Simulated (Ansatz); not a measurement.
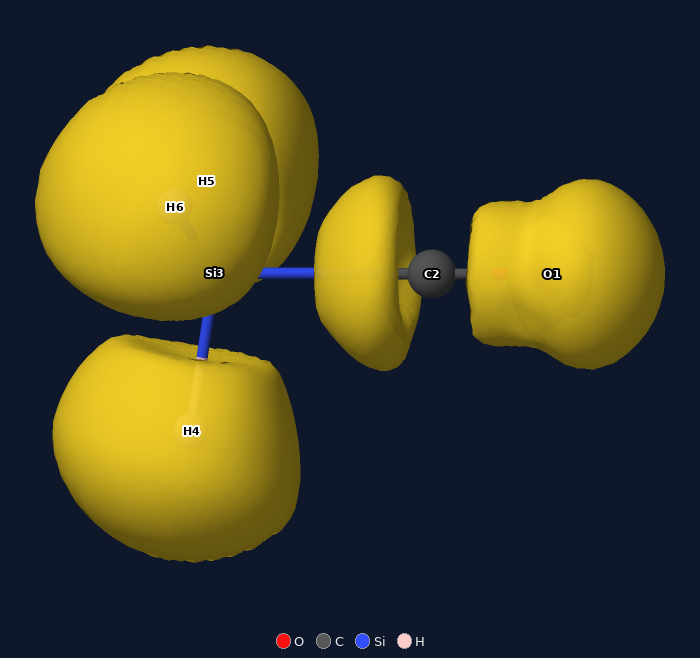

Figure. CH3OSi (charge +1). Isosurface of the electron localisation function at 0.75 (yellow), seen across its widest extent. Only the valence region is drawn (cores and ρ < 0.01 e/Å³ removed).

These are results of RKS B3LYP/def2-SVP in Ansatz, not measurements.

```yaml
atoms:
  - { symbol: O, position_ang: [1.0234, -1.9107, 0.9967] }
  - { symbol: C, position_ang: [0.5427, -1.0182, 0.5289] }
  - { symbol: Si, position_ang: [-0.3192, 0.5962, -0.3109] }
  - { symbol: H, position_ang: [-1.4642, -0.0708, -0.9648] }
  - { symbol: H, position_ang: [0.8037, 1.0308, -1.1676] }
  - { symbol: H, position_ang: [-0.5864, 1.3728, 0.9177] }
```

Identify the bonds, lone pairs and shells in this picture.

At this value the surface marks out one region between bonded C–Si atoms (shared pairs), three regions around hydrogen nuclei and one region on O in which the atom's valence shell and bonds are merged.

Values along the shortest contacts:
C–O (1.12 Å): the ELF peaks at about 0.85 between the atoms (a short, multiple covalent bond). C–Si (2.01 Å): the ELF peaks at about 1 between the atoms (localised, covalent bonding).
